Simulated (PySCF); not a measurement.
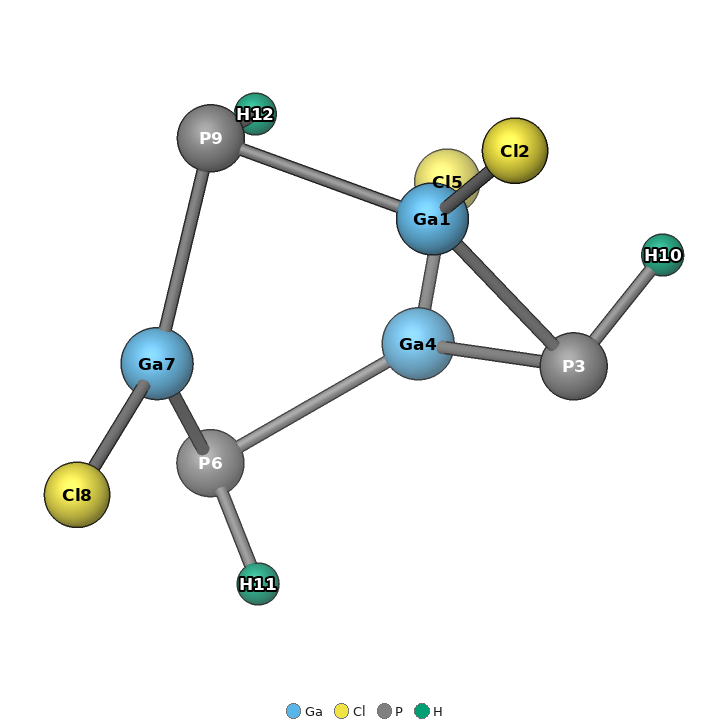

Distant atoms are faded towards the background colour. The geometry was computed by an optimisation with PBE0-D3(BJ)/def2-SVP. No frequency run is at hand to confirm it as a minimum.

What is the conformation of the ring Ga1–P3–Ga4–P6–Ga7–P9?

It is between boat and twist-boat (Cremer–Pople θ = 87°, folded into 0 to 90°). The Cremer–Pople amplitude Q is 1.33 Å.

Give the torsion angles round the ring, beginning with the bond from its second to its third atom.

−80°, 58°, 39°, −82°, 45°, 10°.
